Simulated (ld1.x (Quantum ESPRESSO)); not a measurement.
Al: pseudopotential generation (part 2 of 2)

Continued. System: aluminium (Al, Z = 13), core [Ne], reference valence 3s1.75 3p1.25, valence charge 3. Method: TM potential, PBE, scalar-relativistic, made with ld1.x (Quantum ESPRESSO) 7.5.

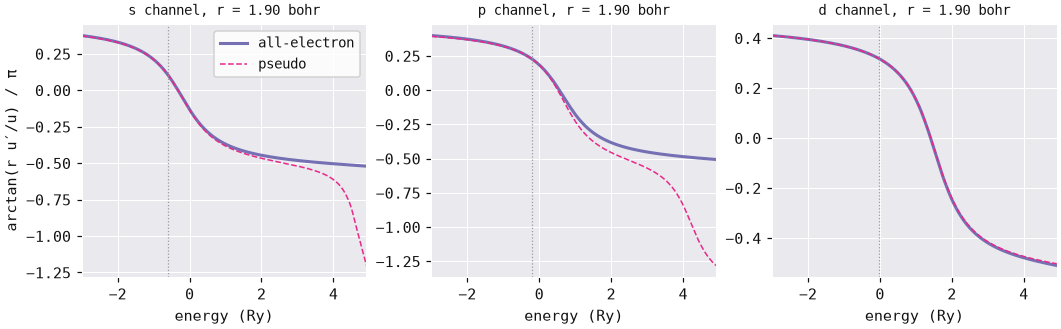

Fig. 2: Unwrapped phase arctan(r u′/u) in units of π against energy, all-electron (solid) and pseudo (dashed); the pseudo phase is matched to the all-electron one at the reference energy. Here u = r R(r). The dotted line marks the reference energy of the channel.

- Ghost states: Going away from the reference energies, the phases part by more than π/2 in: s at about 4.7 Ry (above its reference energy, pseudo phase lower); p at about 4.3 Ry (above its reference energy, pseudo phase lower). Such a step is either a state that only one of the two atoms has or an ordinary level shifted in energy. The separate test gives: no ghost state below the valence levels in the p, d, s, f channels.
- Range over which the phases agree within 0.05 rad: s: up to about 1.4 Ry; p: up to about 0.5 Ry; d: over the whole range drawn.
- First channel to depart above its reference energy: the p channel: its phase error passes 0.05 rad 0.7 Ry above its reference energy, against 2.0 Ry for s.
- Poles, where the radial function vanishes at the test radius: s: all-electron at 3.8 Ry, pseudo at 2.6 Ry; p: all-electron at 4.6 Ry, pseudo at 2.4 Ry; d: all-electron at 4.6 Ry, pseudo at 4.8 Ry.

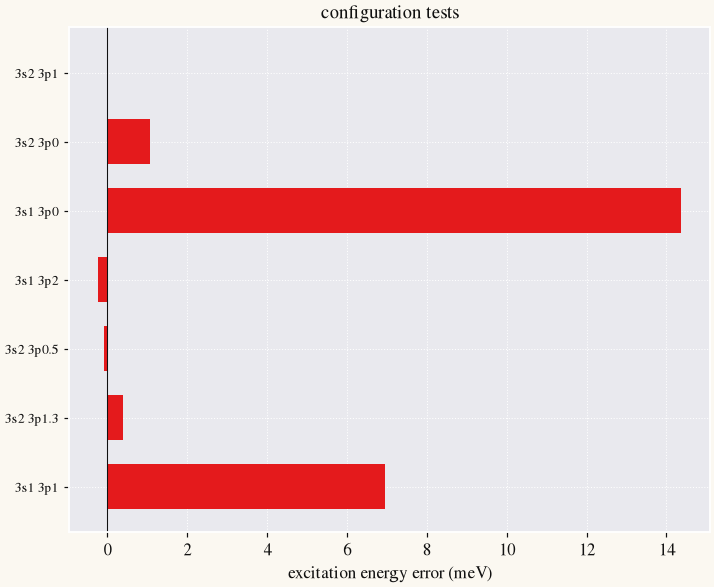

Fig. 3: Errors, all-electron minus pseudo, of the energies of valence configurations relative to the unpolarised reference 3s1.75 3p1.25.

- Worst configuration: 3s1 3p0 (charge +2): the error is +14 meV on an all-electron energy of +23.72 eV relative to the reference, or 0.061 %.
- Configurations within 10 meV and within 50 meV: 6 and 7 of 7.

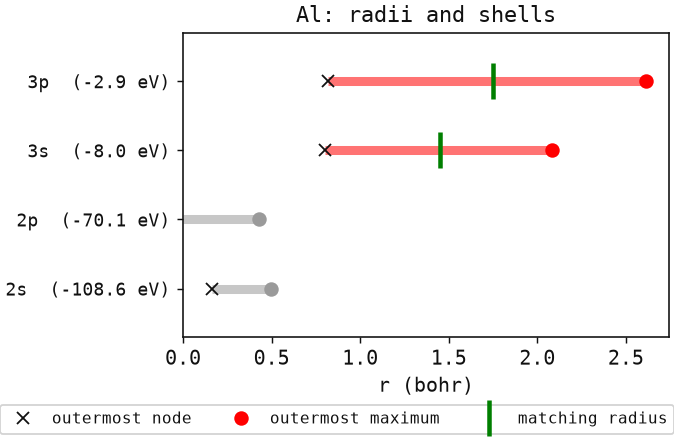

Fig. 4: Outer shells of the all-electron reference atom: each bar runs from the outermost node (or the nucleus) to the outermost maximum of u(r); the tick is the radius chosen for the pseudo-wave. Shells without a tick have no pseudo-wave of their own. Levels, nodes and maxima are from ld1.x, scalar-relativistic.

- Radii against the shells: 3s: 1.45 bohr, between node and maximum; 3p: 1.75 bohr, between node and maximum.

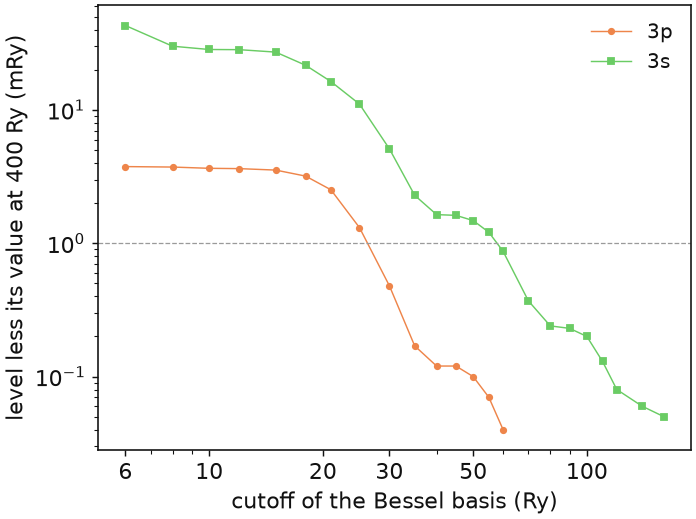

Fig. 5: The pseudo-atom Hamiltonian at the reference potential is diagonalised in spherical Bessel functions (20 bohr box) up to the cutoff. Curves: distance of each valence level from its value at 400 Ry.

- Hardest occupied shell: 3s: its level needs 60 Ry to come within 1 mRy, against 30 Ry for 3p.
- Cutoffs for 10 and 1 mRy in the occupation-weighted sum of levels: 30 Ry and 70 Ry, on the ladder of cutoffs that was run.
- Cutoffs from which each level stays within 1 mRy: 3p: 30 Ry; 3s: 60 Ry.

## The input
```
 &input
   title='Al', zed=13., rel=1, dft='PBE', iswitch=3,
   config='[Ne] 3s1.75 3p1.25 3d-2',
   nld=3, rlderiv=1.90, eminld=-3.0, emaxld=5.0, deld=0.02
 /
 &inputp
   pseudotype=2, tm=.true., lloc=0,
   nlcc=.true., rcore=0.85,
   file_pseudopw='Al.UPF', file_wfcaegen='ae.wfc', file_wfcncgen='nc.wfc', file_beta='beta', file_chi='chi'
 /
3
3P  2  1   1.25   0.00  1.75  1.75  0.0
3D  3  2  -2.00  -0.03  1.40  1.40  0.0
3S  1  0   1.75   0.00  1.45  1.45  0.0
 &test
   configts(1)='3s1.75 3p1.25'
 /
```

## Input of the test run
```
 &input
   title='Al', zed=13., rel=1, dft='PBE', iswitch=2,
   config='[Ne] 3s1.75 3p1.25 3d-2'
 /
 &test
   file_pseudo='Al.UPF', nconf=8,
   configts(1)='3s1.75 3p1.25',
   configts(2)='3s2 3p1',
   configts(3)='3s2 3p0',
   configts(4)='3s1 3p0',
   configts(5)='3s1 3p2',
   configts(6)='3s2 3p0.5',
   configts(7)='3s2 3p1.3',
   configts(8)='3s1 3p1'
 /
```

Command:
```bash
ld1.x < Al.in > Al.out
```

## Results in brief

- outcome: generated
- cutoffs needed: 30 Ry and 70 Ry (the cutoffs, on a coarse ladder, from which the occupation-weighted sum of valence levels, in a spherical-Bessel basis at the reference potential, stays within 10 and 1 mRy of its value at 400 Ry); ghost states and empty shells don't enter this sum
- ghost test: no ghost state below the valence levels in the p, d, s, f channels (spherical-Bessel basis up to 400 Ry, 20 bohr box)
- largest excitation error: +14 meV (all-electron minus pseudo) for 3s1 3p0, out of 7 test configurations
- range over which the phases arctan(r u′/u) at the test radius agree within 0.05 rad (a looser test near the poles than one of phase shifts): s: up to about 1.4 Ry; p: up to about 0.5 Ry; d: over the whole range computed
- hardware: 1 CPU thread, shared host
- wall time: 0.77 s
